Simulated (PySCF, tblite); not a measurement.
**C₄H₉O₂PSi: geometry, infrared bands and NMR shifts**

Wanted: the infrared bands and NMR shifts of C₄H₉O₂PSi (`CO[C@@H]1C(=O)C[Si@H]1P`), by calculation.

Computed with tblite 0.8.0 and PySCF 2.14.0, with density-fitted response routines of our own, on a single molecule in the gas phase. Atoms count from 0, in the outputs and in this text.

### Step 1. Starting geometry

17 atoms, charge 0, multiplicity 1; geometry from: force field or distance geometry start.

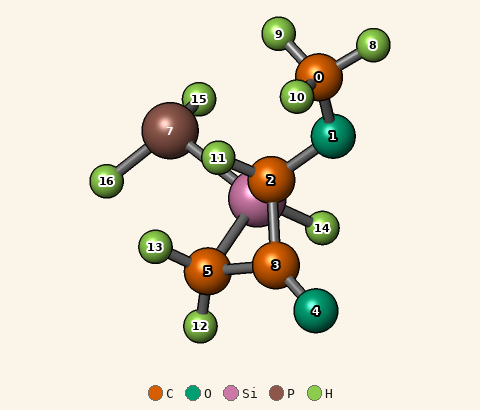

The starting geometry (carbon orange, oxygen teal, silicon pink, phosphorus brown, hydrogen green), atoms numbered; sticks join atoms by distance.

### Step 2. Geometry optimisation with GFN2-xTB

Job settings and geometry (Å):

```
{"job": {"kind": "relax", "xc": "GFN2-xTB", "basis": "xTB"}, "charge": 0, "multiplicity": 1}
C     -2.582400    -0.811000     0.496800
O     -1.497400    -0.782300    -0.333300
C     -0.505300     0.119500    -0.037100
C     -0.113500     1.091900    -1.106700
O     -0.546200     1.478600    -2.180400
C      1.085500     1.391500    -0.263600
Si     1.228400    -0.459300     0.016100
P      2.125000    -0.809300     1.972400
H     -3.314400    -1.594600     0.167800
H     -2.305500    -1.073100     1.541300
H     -3.175500     0.132300     0.498700
H     -0.829300     0.709300     0.871500
H      1.944900     1.793000    -0.788500
H      0.794800     1.919500     0.665200
H      1.728600    -1.209400    -1.121800
H      2.827800    -2.095300     2.036200
H      3.127400     0.210800     2.205200
```

Launch:

```bash
$ OMP_NUM_THREADS=1 python probes_run.py task.json out
```

One launch serves the whole session: the jobs run in the order shown.

**Question.** This job is followed by: GFN2-xTB harmonic vibrations, gas phase; GIAO PBE0/pcSseg-1 NMR shielding, non-relativistic, gas phase. Predict these results of the whole session: strongest single infrared mode (GFN2-xTB); zero-point energy (GFN2-xTB); 13C shifts against TMS (PBE0/pcSseg-1); 1H shifts against TMS (PBE0/pcSseg-1, means over atoms taken as alike); 17O shifts against H2O (PBE0/pcSseg-1); 29Si shifts against TMS (PBE0/pcSseg-1); 31P shifts against H3PO4 (PBE0/pcSseg-1).

The runs gave:

| quantity | value |
| --- | --- |
| strongest single infrared mode (GFN2-xTB) | 1806 cm⁻¹, 519 km/mol |
| zero-point energy (GFN2-xTB) | 74.6 kcal/mol |
| 13C shifts against TMS (PBE0/pcSseg-1) | 211.5, 94.2, 63.1, 34.4 ppm |
| 1H shifts against TMS (PBE0/pcSseg-1, means over atoms taken as alike) | 4.78, 4.30, 3.85, 2.21, 2.20, 1.58 ppm |
| 17O shifts against H2O (PBE0/pcSseg-1) | 643.2, 35.7 ppm |
| 29Si shifts against TMS (PBE0/pcSseg-1) | -54.3 ppm |
| 31P shifts against H3PO4 (PBE0/pcSseg-1) | -300.3 ppm |

In words: Relaxing lowered the energy by 1.797 eV in 133 steps; the close pair that moved most is C2–Si6, from 1.829 to 1.931 Å. All 45 modes are real, so the xTB geometry is a minimum. The strongest single mode, at 1806 cm⁻¹, moves mainly C3 and O4. GFN2-xTB is a fitted tight-binding method: band positions and strengths are rough. Its intensities can rank the bands wrongly. The most deshielded carbon is C3 (ketone carbonyl carbon), at 211.5 ppm: low-lying n→π* states of the double bond to the heteroatom give a large paramagnetic term (-279 ppm). At PBE0/pcSseg-1: Shielding is most anisotropic at O4 (span 1125 ppm, paramagnetic term -707 ppm).
